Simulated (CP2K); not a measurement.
# Two attempts at C3H8AlN (SMILES [NH3+][AlH-]1[CH]=C[CH2]1)

Aim: the energy of C3H8AlN at GFN1-xTB.

The results are computed with CP2K 2026.2.

3 further runs of the same task are left out: 3 set aside as unsound or not needed.

### 1 The system as given

C3H8AlN: 13 atoms, total charge 0, spin state singlet. As SMILES, `[NH3+][AlH-]1[CH]=C[CH2]1`. The shape comes from GFN2-xTB, which is rough for such elements, and wasn't checked as a minimum.

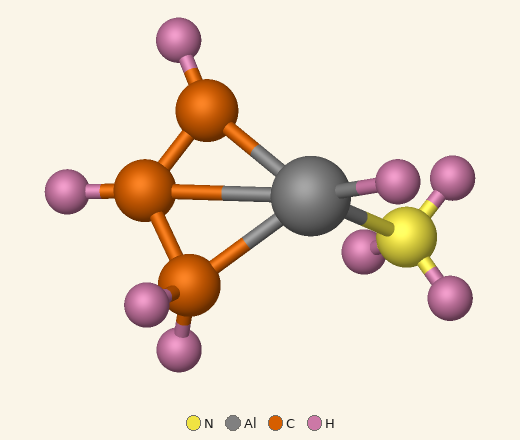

Viewed from a chosen angle; nitrogen yellow, aluminium grey, carbon orange, hydrogen pink.

### 2 Try one

File molecule.xyz:

```xyz
13

N     -1.927870     0.285960     0.471320
Al     0.111260     0.490360     0.870180
C      0.879410    -1.291890     0.474220
C      1.343410    -0.755670    -0.671130
C      1.013950     0.706640    -0.912330
H     -2.414710     1.167440     0.332490
H     -2.364940    -0.202930     1.248230
H     -2.038810    -0.281320    -0.364790
H     -0.105310     1.382410     2.129020
H      1.108370    -2.327180     0.711100
H      1.920550    -1.293670    -1.419120
H      0.530460     0.834890    -1.889600
H      1.944240     1.284960    -0.979580
```

File mol.inp:

```
&GLOBAL
  PROJECT_NAME mol
  RUN_TYPE SINGLE_POINT
  PRINT_LEVEL MEDIUM
&END GLOBAL

&FORCE_EVAL
  METHOD QUICKSTEP
  &DFT
    CHARGE 0
    MULTIPLICITY 1
    &QS
      METHOD XTB
      EPS_DEFAULT 1.0E-10
      &XTB
        GFN_TYPE 1
        CHECK_ATOMIC_CHARGES F
      &END XTB
    &END QS
    &POISSON
      PERIODIC NONE
      POISSON_SOLVER ANALYTIC
    &END POISSON
    &SCF
      SCF_GUESS ATOMIC
      EPS_SCF 1.0E-07
      MAX_SCF 40
      &OT ON
        MINIMIZER DIIS
        PRECONDITIONER FULL_ALL
      &END OT
      &OUTER_SCF
        EPS_SCF 1.0E-07
        MAX_SCF 10
      &END OUTER_SCF
    &END SCF
    &PRINT
      &MOMENTS
        PERIODIC F
        REFERENCE COM
        MAX_MOMENT 1
      &END MOMENTS
      &MO_CUBES
        NLUMO 1
        NHOMO -1
        WRITE_CUBE F
      &END MO_CUBES
      &HIRSHFELD OFF
      &END HIRSHFELD
    &END PRINT
  &END DFT
  &SUBSYS
    &CELL
      ABC [angstrom] 12.4 11.7 12
      PERIODIC NONE
    &END CELL
    &TOPOLOGY
      COORD_FILE_NAME molecule.xyz
      COORD_FILE_FORMAT XYZ
      &CENTER_COORDINATES
      &END CENTER_COORDINATES
    &END TOPOLOGY
  &END SUBSYS
&END FORCE_EVAL
```

Started as:

```sh
$ OMP_NUM_THREADS=1 cp2k.psmp mol.inp > mol.out
```

The log of the run:

```text
*******************************************************************************
 *   ___                                                                       *
 *  /   \                                                                      *
 * [ABORT]                                                                     *
 *  \___/               invalid value for enumeration:SINGLE_POINT             *
 *    |                                                                        *
 *  O/|                                                                        *
 * /| |                                                                        *
 * / \                                     input/input_enumeration_types.F:215 *
 *******************************************************************************

 ===== Routine Calling Stack =====

            4 val_create_parsing
            3 section_vals_parse
            2 section_vals_parse
            1 read_input

Program received signal SIGABRT: Process abort signal.

Backtrace for this error:
#0  0x50ec5bb4f957 in ???
#1  0x50ec7c404cac in __pthread_kill_implementation
#2  0x50ec7c3abfb7 in raise
#3  0x50ec7c395d37 in abort
#4  0x50ec5c222d83 in ???
#5  0x50ec5c224297 in ???
#6  0x50ec5c224497 in ???
#7  0x50ec5c38226f in ???
#8  0x50ec5c39183b in ???
#9  0x50ec5c39367b in ???
#10  0x50ec5c3938f7 in ???
#11  0x50ec5bc69807 in ???
#12  0x50ec5c4d4e8b in ???
#13  0x50ec5c4d9d0b in ???
#14  0x50ec5bbf0db3 in ???
#15  0x50ec5bbeef13 in ???
#16  0x50ec7c396573 in __libc_start_call_main
#17  0x50ec7c396657 in __libc_start_main_impl
#18  0x50ec5bbef06f in ???
#19  0xffffffffffffffff in ???
```

Wall time 0.18 s (1 thread of Arm Neoverse V2, shared host).

### 3 Diagnosis

The input was rejected.

The log says `\___/               invalid value for enumeration:SINGLE_POINT`. Cause: unknown run type.

### 4 The mended input

molecule.xyz is that of step 2.

File mol.inp:

```
&force_eval
  method QUICKSTEP
  &dft
    charge 0
    multiplicity 1
    # Quickstep
    &qs
      method XTB
      eps_default 1.0E-10
      &xtb
        gfn_type 1
        check_atomic_charges F
      &end xtb
    &end qs
    &poisson
      periodic NONE
      poisson_solver ANALYTIC
    &end poisson
    # self-consistent field
    &scf
      scf_guess ATOMIC
      eps_scf 1.0E-07
      max_scf 40
      &ot ON
        minimizer DIIS
        preconditioner FULL_ALL
      &end ot
      &outer_scf
        eps_scf 1.0E-07
        max_scf 10
      &end outer_scf
    &end scf
    # extra output
    &print
      &moments
        periodic F
        reference COM
        max_moment 1
      &end moments
      &mo_cubes
        nlumo 1
        nhomo -1
        write_cube F
      &end mo_cubes
      &hirshfeld OFF
      &end hirshfeld
    &end print
  &end dft
  # structure
  &subsys
    &cell
      abc [angstrom] 12.4 11.7 12
      periodic NONE
    &end cell
    &topology
      coord_file_name molecule.xyz
      coord_file_format XYZ
      &center_coordinates
      &end center_coordinates
    &end topology
  &end subsys
&end force_eval
&global
  project mol
  run_type ENERGY
  print_level MEDIUM
&end global
```

Started as:

```sh
$ OMP_NUM_THREADS=1 cp2k.psmp -i mol.inp > mol.out 2>&1
```

The log of the run:

```text
CP2K| version string:                                       CP2K version 2026.2
[...]
 GLOBAL| Method name                                                        CP2K
[...]
 GLOBAL| Run type                                                         ENERGY
[...]
                             - Atoms:                                         13
[...]
                             - Spherical basis functions:                     41
[...]
 Number of electrons:                                                         28
[...]
     1 OT DIIS     0.15E+00    0.0     0.02880877       -15.0561324979 -1.51E+01
[...]
    10 OT DIIS     0.15E+00    0.0     0.00000009       -15.0839084814 -9.35E-12
  *** SCF run converged in    10 steps ***
[...]
 TB_DIPOLE| Moment [Debye]         -4.58327738       0.43219737       0.02332533
 TB_DIPOLE| Derivative [a.u.]       0.00000000       0.00000000       0.00000000
[...]
 ENERGY| Total FORCE_EVAL ( QS ) energy [hartree]            -15.083908481376731
[...]
```

It took 0.38 s on 1 thread of Arm Neoverse V2, shared host.

### 5 Results

Level: GFN1-xTB.

| quantity | value |
| --- | --- |
| total energy | -15.08391 Eh |
| dipole moment (from atomic charges alone) | 4.60 D |
| HOMO energy | -10.25 eV |
| dispersion energy | -11.22 kJ/mol |

The dipole comes from point charges on the atoms alone, without atomic dipoles, so it is partial.
